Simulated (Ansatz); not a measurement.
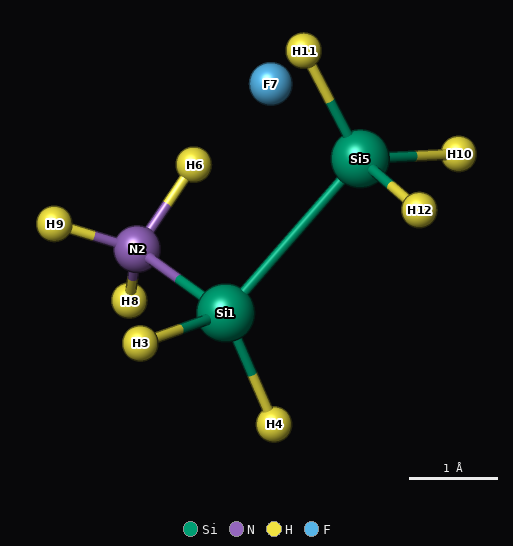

The input geometry (ball-and-stick view, seen at a tilt; atoms are numbered from 1 in the order of the input). Bond lengths as drawn: H–N 1.02 to 1.18 Å, H–Si 1.49 to 1.52 Å, N–Si 1.85 Å and Si–Si 2.36 Å.

# Phonon calculation of Si2NH8F

The run: phonon calculation of Si2NH8F. Method and program: RKS PBE0-D4/def2-SVP (Ansatz 0.2.0).

Figures and captions count atoms from 1; the log counts them from 0 in places.

### The input
```yaml
crystal:
  periodic: [false, false, false]
  atoms:
    - {symbol: Si, position_ang: [0.259722, -1.092510, -0.097620]}
    - {symbol: N, position_ang: [1.563758, 0.142344, 0.359894]}
    - {symbol: H, position_ang: [0.775767, -1.808316, -1.302480]}
    - {symbol: H, position_ang: [0.233949, -2.051650, 1.046261]}
    - {symbol: Si, position_ang: [-1.607882, 0.323532, -0.350628]}
    - {symbol: H, position_ang: [0.879231, 1.088887, 0.488430]}
    - {symbol: F, position_ang: [-0.124181, 1.870096, 0.476498]}
    - {symbol: H, position_ang: [2.082813, -0.066125, 1.213514]}
    - {symbol: H, position_ang: [2.245233, 0.324523, -0.377969]}
    - {symbol: H, position_ang: [-2.241502, 0.725984, 0.932773]}
    - {symbol: H, position_ang: [-1.482308, 1.259573, -1.500829]}
    - {symbol: H, position_ang: [-2.584699, -0.716338, -0.887845]}
basis:
  gaussian: {orbitals: def2-SVP}
hamiltonian: {xc: pbe0, dispersion: d4}
phonons: {}
scf: {lower_state_search: off}
```

Launched with:
```bash
ansatz run in.yaml --threads 4 --pin off --events-out ev --progress --plain --max-ram 9574MiB
```

### Output
```
Functional definition: PBE0
  name "PBE0"
  cite "Adamo & Barone, J. Chem. Phys. 110, 6158 (1999) doi:10.1063/1.478522"
  cite "Perdew, Burke & Ernzerhof, Phys. Rev. Lett. 77, 3865 (1996) doi:10.1103/PhysRevLett.77.3865"
  parent pbe
  parameter a = 0.25
  parameter kappa = 0.804
  parameter beta = 0.06672455060314922
  exchange = (1 - a)*pbe_x(kappa = kappa, mu = beta*pi^2/3) + a*exact_x
  correlation = pbe_c(beta = beta)
these checks for a lower state are left out or cut short: stability, starts, cluster_reference, orbital_swaps, neighbouring_geometries, increment
1087 factors; integrals over basis functions are off by at most 3.5e-4 eV
mean field evaluation 1: about -20068.8877 eV, gradient 4.9e1 eV
mean field evaluation 2: about -20065.0457 eV, gradient 6.7e1 eV
mean field evaluation 4: about -20073.1694 eV, gradient 3.3e0 eV
mean field evaluation 8: about -20073.1976 eV, gradient 7.2e-2 eV
mean field evaluation 16: about -20073.1976 eV, gradient 4.1e-6 eV
mean field -20073.19760928 eV, -737.6764060391 hartree, gradient 4.1e-6 eV, S^2 0.000000; 0 other end points of the search recorded, 0 dependent functions left out
the calculation of the forces begins
reference -20073.19763724 eV, -737.6764070665 hartree; 26, 26 occupied and 78, 78 virtual orbitals, 1087 factors
these checks for a lower state are left out or cut short: stability, starts, cluster_reference, orbital_swaps, neighbouring_geometries, increment
1087 factors; integrals over basis functions are off by at most 3.5e-4 eV
mean field -20073.19706405 eV, -737.6763860022 hartree, gradient 9.6e-7 eV, S^2 0.000000; 0 other end points of the search recorded, 0 dependent functions left out
[... from here on the field's lines of each further geometry are left out, up to the last ...]
the calculation of the forces begins
reference -20073.19762092 eV, -737.6764064666 hartree; 26, 26 occupied and 78, 78 virtual orbitals, 1087 factors
these checks for a lower state are left out or cut short: stability, starts, cluster_reference, orbital_swaps, neighbouring_geometries, increment
1087 factors; integrals over basis functions are off by at most 3.5e-4 eV
mean field evaluation 416: about -20073.1892 eV, gradient 1.1e-1 eV
mean field -20073.19760045 eV, -737.6764057147 hartree, gradient 7.5e-6 eV, S^2 0.000000; 0 other end points of the search recorded, 0 dependent functions left out
the calculation of the forces begins
reference -20073.19762841 eV, -737.6764067421 hartree; 26, 26 occupied and 78, 78 virtual orbitals, 1087 factors
WARN: phonons: modes at or below zero, which the zero-point energy, F, S and C_V leave out: 2, the lowest at -315.46 cm⁻¹. A minimum has none, and a first-order saddle one
Total energy: -20073.40251322 eV, -737.6839361199 hartree
Atom 0 at     0.259722    -1.092510    -0.097620 Å, force    -0.191575     0.364531     0.049363 eV/Å
Atom 1 at     1.563758     0.142344     0.359894 Å, force     0.485139    -0.392361    -0.016368 eV/Å
Atom 2 at     0.775767    -1.808316    -1.302480 Å, force     0.002950    -0.000379    -0.001155 eV/Å
Atom 3 at     0.233949    -2.051650     1.046261 Å, force     0.003552    -0.001519     0.002172 eV/Å
Atom 4 at    -1.607882     0.323532    -0.350628 Å, force    -0.016858     0.013823    -0.003493 eV/Å
Atom 5 at     0.879231     1.088887     0.488430 Å, force    -0.964925     0.972478     0.060987 eV/Å
Atom 6 at    -0.124181     1.870096     0.476498 Å, force     0.685154    -0.971394    -0.088533 eV/Å
Atom 7 at     2.082813    -0.066125     1.213514 Å, force    -0.007203     0.010545    -0.001653 eV/Å
Atom 8 at     2.245233     0.324523    -0.377969 Å, force    -0.012945     0.011262    -0.002869 eV/Å
Atom 9 at    -2.241502     0.725984     0.932773 Å, force     0.006486    -0.001913     0.002107 eV/Å
Atom 10 at    -1.482308     1.259573    -1.500829 Å, force     0.005817    -0.002279    -0.000078 eV/Å
Atom 11 at    -2.584699    -0.716338    -0.887845 Å, force     0.004409    -0.002793    -0.000480 eV/Å
Dipole moment:     1.038042    -0.577362     0.064041 e Å
Vibrations: -315.46 -60.82 230.97 308.92 335.77 394.06 426.12 438.52 557.92 566.11 655.65 657.58 737.09 842.82 894.27 906.21 921.89 954.24 1009.20 1187.89 1520.70 1570.34 1735.70 2071.34 2232.92 2240.46 2243.45 2273.44 3533.59 3619.60 cm⁻¹, zero-point energy 2.173862 eV
Checks for a lower state left out: stability, starts, cluster_reference, orbital_swaps, neighbouring_geometries, increment
```

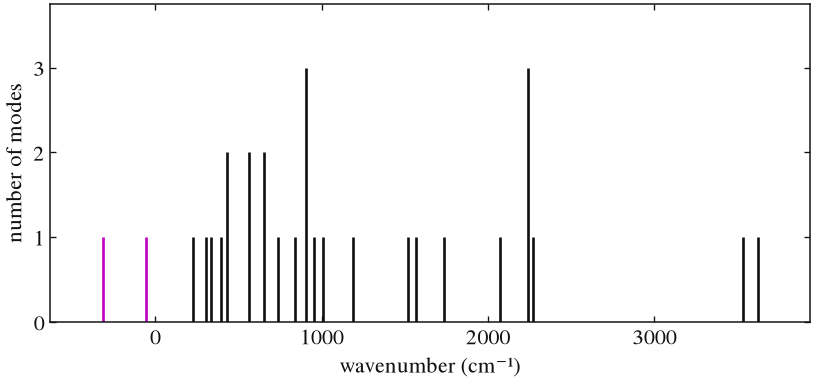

Harmonic vibrational wavenumbers from the force constants; neighbouring modes closer than 18 cm⁻¹ are counted in one stick, and imaginary ones are drawn at negative wavenumbers. 30 modes from 315i to 3620 cm⁻¹, 2 imaginary beyond 8i (315i, 57i cm⁻¹): not a minimum.

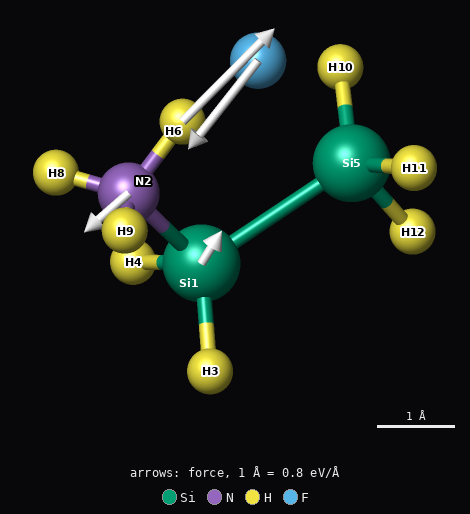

Forces on the atoms as white arrows (ball-and-stick view, seen at a tilt; atoms are numbered from 1 in the order of the input); the smallest are left out. The largest act on H6 (1.37 eV/Å); F7 (1.19 eV/Å); N2 (0.62 eV/Å); Si1 (0.41 eV/Å). The geometry is not a stationary point of this energy.

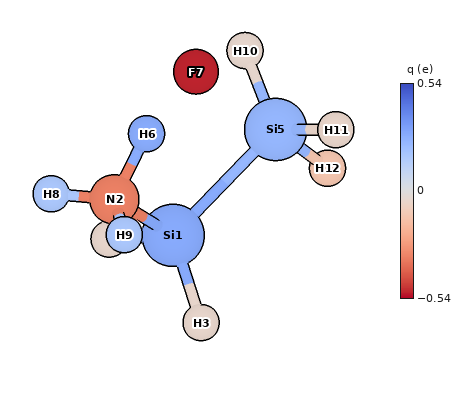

Mulliken charges, as the colour of each atom (ball-and-stick view, seen at a tilt; atoms are numbered from 1 in the order of the input). By element: Si +0.24 to +0.28, N −0.33, H −0.13 to +0.28 and F −0.51 e.

### Summary

- outcome: converged
- total energy: −20073.4025 eV
- mean-field energy: −20073.1976 eV
- dispersion energy: −0.2049 eV
- largest force (length of the vector): 1.371 eV/Å
- dipole moment: 5.71 D
- hardware: 4 threads of Arm Neoverse V2, 23 GiB of memory available, shared host
- wall time: 56 s (CPU time 3.5 min)
- peak memory: 0.2 GiB
